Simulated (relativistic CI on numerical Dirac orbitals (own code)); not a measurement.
# Cs XXXI (Cs³⁰⁺): levels and lines

The task is the spectrum of Cs³⁰⁺: levels, purity of their labels, lifetimes and lines; runs with one setting changed show what the result hangs on.

Method: Dirac-Coulomb-Breit CI, KLI orbitals optimised for each configuration, model QED (radiative potential, 1s self-energy scaled to tabulated hydrogen-like ionisation energies). Code: relativistic CI on numerical Dirac orbitals (own code) version 2.

### 1 What is computed

| Property | Result |
| --- | --- |
| ion | Cs³⁰⁺ (Cs XXXI) |
| nuclear charge | 55 |
| electrons | 25 |
| isotope | A = 133 |
| first configuration typed | [Ar] 3d7 |

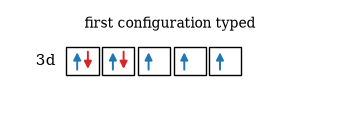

Outer shells as boxes.

### 2 The main run

Settings of the run:

```ini
atom Cs  Z=55  charge=30  electrons=25
nucleus A=133  rms_radius_fm=4.8041
hamiltonian dirac-coulomb  breit=on  qed=on  c_scale=1
orbitals kli  potential=per-configuration
slater_scale 1
correlation none
mixing on
configurations
  [Ar] 3d7
  [Ne] 3s2 3p5 3d8
  [Ne] 3s2 3p4 3d9
  [Ne] 3s 3p6 3d8
  [Ne] 3p6 3d9
  [Ne] 3s 3p5 3d9
  [Ar] 3d6 4s
  [Ar] 3d6 4p
  [Ar] 3d6 4d
  [Ne] 3s2 3p4 3d8 4s
  [Ne] 3s2 3p4 3d8 4p
  [Ne] 3s2 3p5 3d7 4s
  [Ar] 3d6 4f
  [Ne] 3s2 3p5 3d7 4p
  [Ar] 3d5 4s2
  [Ne] 3s 3p6 3d7 4s
end
```

### 3 Correlation estimate p86

Settings: those of step 2 with these lines changed.

```diff
@@ -5,3 +5,3 @@
 slater_scale 1
-correlation none
+correlation p86
 mixing on
```

### 4 Without configuration mixing

Settings: those of step 3 with these lines changed.

```diff
@@ -5,4 +5,4 @@
 slater_scale 1
-correlation p86
-mixing on
+correlation none
+mixing off
 configurations
```

### 5 Non-relativistic limit (c × 1000)

Settings: those of step 4 with these lines changed.

```diff
@@ -2,3 +2,3 @@
 nucleus A=133  rms_radius_fm=4.8041
-hamiltonian dirac-coulomb  breit=on  qed=on  c_scale=1
+hamiltonian dirac-coulomb  breit=off  qed=off  c_scale=1000
 orbitals kli  potential=per-configuration
@@ -6,3 +6,3 @@
 correlation none
-mixing off
+mixing on
 configurations
```

(Steps that only read results are left out.)

What does the calculation give? Wanted: lowest level; first excitation; lowest level of the other parity; fastest E1 line; ionisation energy.

As calculated:

| run | time | mean size of shift, levels followed (cm⁻¹) | lowest level | ionisation energy (eV) |
| --- | --- | --- | --- | --- |
| main run | 1.7 s | 0 | 3d7 4F9/2 | 1848.0 |
| correlation estimate p86 | 1.7 s | 2.9 | 3d7 4F9/2 | 1850.0 |
| without configuration mixing | 1.7 s | 3782 | 3d7 4F9/2 | - |
| non-relativistic limit (c × 1000) | 1.3 s | 103459 | 3d7 4F9/2 | - |

The tabulated theoretical ionisation energy (NIST) is 1848 eV.

| quantity | value |
| --- | --- |
| lowest level | 3d7 4F9/2 |
| first excitation | 3d7 [3d5/2^3] J=3/2, 66270 cm⁻¹ |
| lowest level of the other parity | 3p5 3d8 4G°11/2, 237.39 eV |
| levels in the model | 2750 |
| fastest E1 line (by rate) to the lowest level among the lowest 200 of 2750 levels | 4.684 nm, from 3p5 3d8 4D°7/2 (ii) |
| ionisation energy | 1848.0 eV |
| ionisation energy, tabulated theoretical (NIST) | 1848 eV |

In words: 3d7 4F9/2 comes out lowest; its LS label holds 75 % and its jj label 92 %; over the low levels the means are 60 and 91 %, so jj coupling describes them better. The ionisation energy agrees with the tabulated theoretical value within its uncertainty of 4 eV. Of the changes tried, the run «non-relativistic limit (c × 1000)» moves the low levels most, by 103459 cm⁻¹ on average. Lifetimes count radiative decay inside the model alone.
